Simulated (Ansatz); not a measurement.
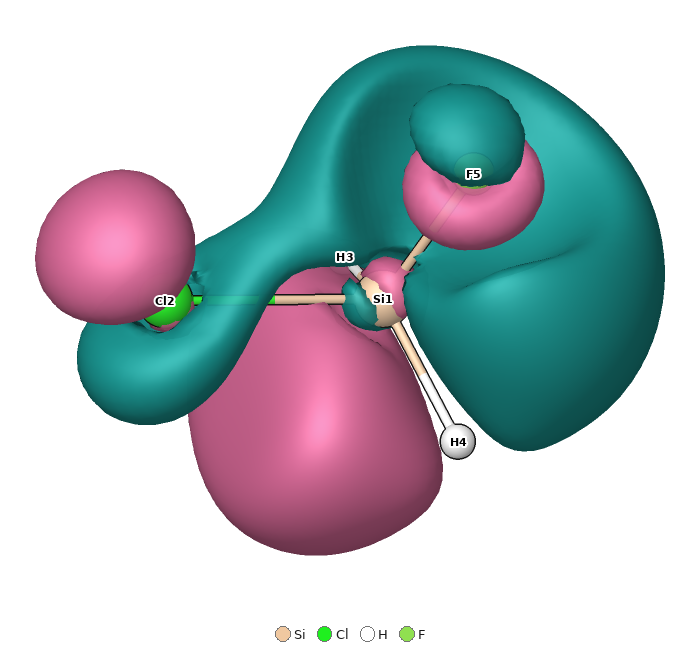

ClFH₂Si. One frontier orbital at ±0.08 Å⁻³ᐟ² (teal and pink are the two phases), seen across its widest extent.

Not at a stationary point (largest force 1.3 eV/Å).

The calculation used RKS LDA/def2-SVP (Ansatz 0.2.0).

Input

```
crystal:
  periodic: [false, false, false]
  atoms:
    - { symbol: Si, position_ang: [0.0, 0.0, 0.0] }
    - { symbol: Cl, position_ang: [1.2713, 0.0, 1.9526] }
    - { symbol: H, position_ang: [1.6559, 0.0, 0.1178] }
    - { symbol: H, position_ang: [-0.6877, 1.1914, -0.4862] }
    - { symbol: F, position_ang: [-0.7489, -1.2974, -0.5295] }
basis:
  gaussian: { orbitals: def2-SVP }
hamiltonian:
  xc: lda
relax:
  f_tol: 0.15
  max_steps: 25
  restrain:
    - { distance: [1, 2], at: 2.57, k: 30.0 }
    - { distance: [0, 1], at: 2.13, k: 30.0 }
    - { distance: [0, 2], at: 1.46, k: 30.0 }
output:
  orbitals: {}
```

Run with:

```sh
ansatz run input.yaml --threads 1 --pin off --max-ram 2048MiB --backend cpu --events-out ev --progress --plain --runs-dir out
```

The fields are those of the run's last geometry, not of the input's.

### Which orbital is it: HOMO or LUMO?

The LUMO, at −0.68 eV. It lies mainly on Si1 (about 60 %), F5 (about 15 %), Cl2 (about 15 %), H3 (about 5 %) and H4 (about 5 %).
